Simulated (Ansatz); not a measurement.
**F3HSeTi···HF: density, localisation and related maps**

Input

```
crystal:
  periodic: [false, false, false]
  atoms:
    - {symbol: Ti, position_ang: [-0.429771, 0.324207, -0.637162]}
    - {symbol: F, position_ang: [-0.928319, -0.650471, 1.599408]}
    - {symbol: F, position_ang: [-0.002760, 0.985055, -2.186358]}
    - {symbol: F, position_ang: [-1.628374, 1.427999, -0.034959]}
    - {symbol: F, position_ang: [-0.887633, -1.304481, -1.045963]}
    - {symbol: H, position_ang: [-0.018621, -0.568101, 1.830418]}
    - {symbol: Se, position_ang: [1.713853, 0.489068, 0.600932]}
    - {symbol: H, position_ang: [2.181526, -0.703275, -0.126215]}
basis:
  gaussian: {orbitals: def2-TZVPP}
hamiltonian: {xc: pbe0, dispersion: d4}
output: {orbitals: {seedname: orbitals}}
```

Run with:

```sh
ansatz run in.yaml --threads 4 --pin off --events-out ev --progress --plain --max-ram 66560MiB --backend cpu
```

The product side of a reaction path; geometry: PBE0-D4/def2-TZVP.

These are results of RKS PBE0-D4/def2-TZVPP (Ansatz), not measurements.

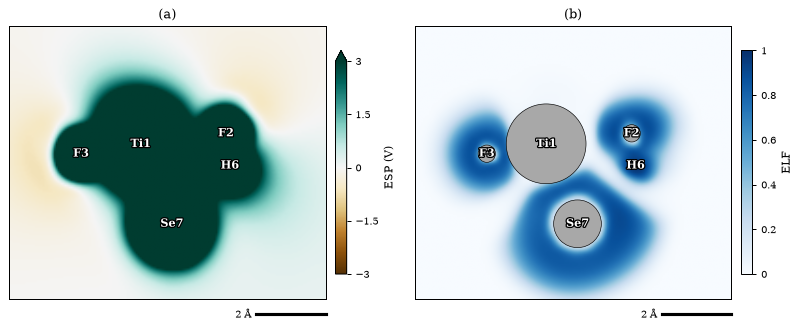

Figure 1. (a) electrostatic potential; (b) ELF on the plane of atoms F3, Ti1 and Se7. Grey discs cover the atomic cores in the ELF map.

**What does the map show?**

Atoms in the plane: Ti, F, H and Se. Ti1···F2 (2.49 Å): the ELF is about 0.05 at the midpoint. Ti–F (1.74 Å): the ELF peaks at about 0.85 in the valence shell of F, 0.5 Å from its nucleus, and drops to about 0.30 between the two atoms. Ti–Se (2.48 Å): the ELF peaks at about 0.80 in the valence shell of Se, 1.1 Å from its nucleus, and is about 0.70 at the midpoint. F–H (0.94 Å): the ELF climbs to about 1 towards the hydrogen, as it does in any bond to H: a covalent bond by its length. The ELF also peaks beside F2, away from the bonds: lone-pair regions. Outside the dense part of the complex the potential is most negative (−0.7 V) near F3.

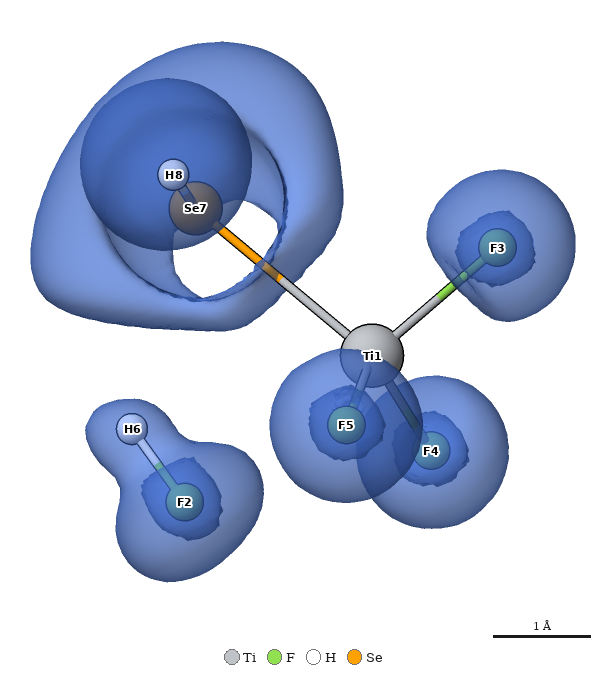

Figure 2. Isosurface of the electron localisation function at 0.75 (blue), seen at a tilt. Core shells and regions of very low density are left out.

**What do the ELF domains correspond to?**

The ELF exceeds this value in one region around a hydrogen nucleus, three regions wrapped around F (the valence shell of each), one region wrapped around Se (its valence shell) and one joined region spread over several atoms (F, H), in which their bonds and any lone pairs are merged.

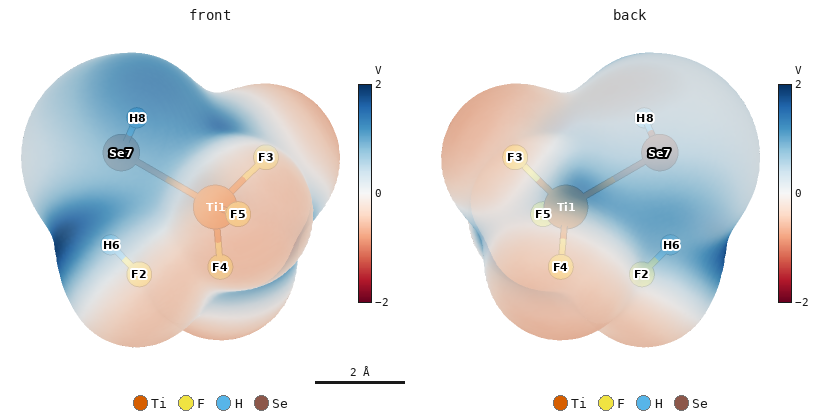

Figure 3. The molecular electrostatic potential painted on the density surface at 0.001 e/bohr³, seen from the front and from behind; the colour scale runs from red (negative) to blue (positive).

**Describe the electrostatic potential map.**

The most negative region (about −0.6 V) lies over F3, F4 and F5, the most positive (about +1.8 V) over Ti1 and H6.
